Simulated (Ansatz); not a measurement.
## Electronic structure of Al3F3H6 in real space

```xyz
12

Al    1.9530    0.1165    0.0541
Al   -1.1987    1.5076    0.7192
Al   -0.9563   -1.7174   -0.6421
F     0.5964    1.2303    0.5510
F    -1.5765   -0.1407    0.0346
F     0.7778   -1.1816   -0.4577
H     2.6037    0.7114   -1.2520
H     2.6676   -0.3796    1.3680
H    -1.6188    2.5784   -0.3577
H    -1.5435    1.4743    2.2565
H    -1.2872   -1.7371   -2.1826
H    -1.2260   -2.8365    0.4340
```

Geometry: r2SCAN-D4/def2-SVP.

These are results of Ansatz, isolated molecule in a Gaussian basis; Kohn-Sham density functional theory, functional PBE0, not measurements.

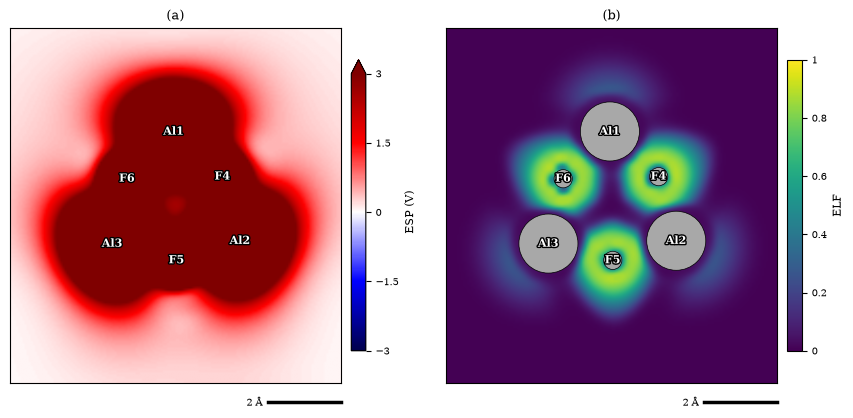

Figure 1. (a) molecular electrostatic potential; (b) ELF on the plane of atoms F5, Al3 and F6. Grey discs cover the atomic cores in the ELF map.

Q: Read the bonding off the picture.

A:
- The plane passes through Al and F nuclei.
- Al–F (1.82 Å): the ELF peaks at about 0.85 in the valence shell of F, 0.6 Å from its nucleus, and is about 0.25 at the midpoint.
- The ELF also peaks beside F5, F4 and F6, away from the bonds: lone-pair regions.
- The potential has no marked negative region in this plane.

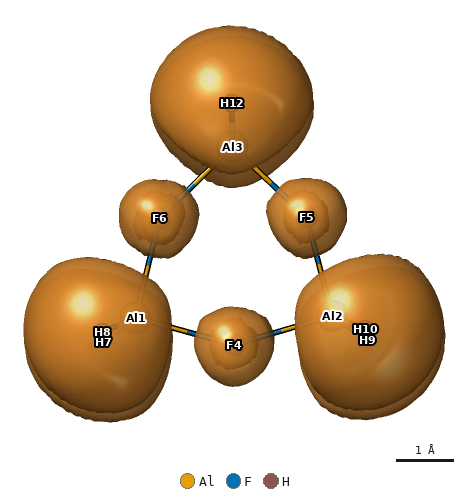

Figure 2. Isosurface of the ELF at 0.8 (orange), seen across its widest extent. Only the valence region is drawn (cores and ρ < 0.01 e/Å³ removed).

Q: What do the ELF domains correspond to?

A: At this value the surface marks out six regions around hydrogen nuclei and three regions wrapped around F (the valence shell of each). Along the contacts the grid gives the following. Al–H (1.58 Å): the ELF climbs to about 1 towards the hydrogen.

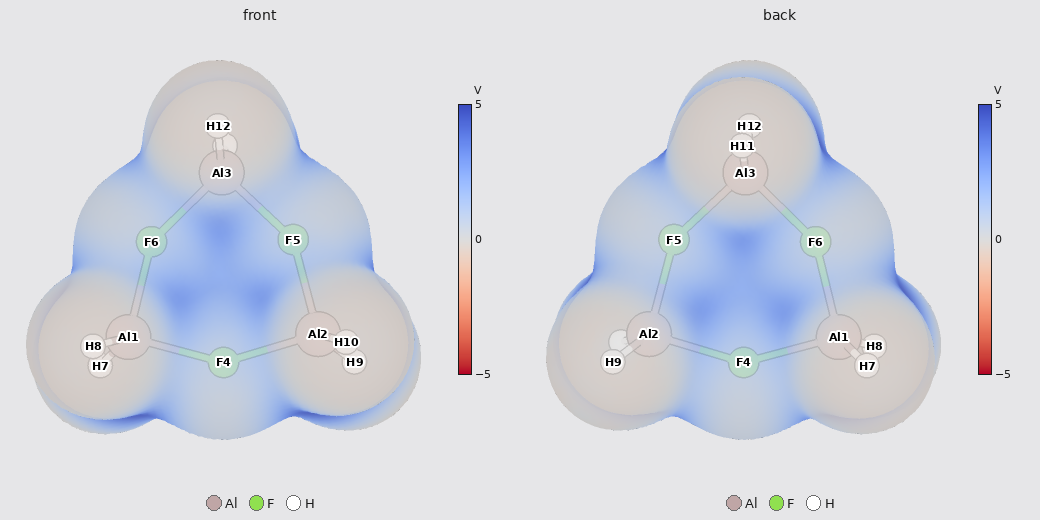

Figure 3. The electrostatic potential painted on the density surface at 0.004 e/bohr³, seen from the front and from behind; the colour scale runs from red (negative) to blue (positive).

Q: Where is the surface potential most negative and most positive?

A: The most negative region (about −0.2 V) lies over the H atoms, the most positive (about +4.3 V, or +99 kcal/mol for a unit charge) over Al1, Al2 and Al3.

Q: How polar is the molecule by this calculation?

A: Its dipole moment is zero.
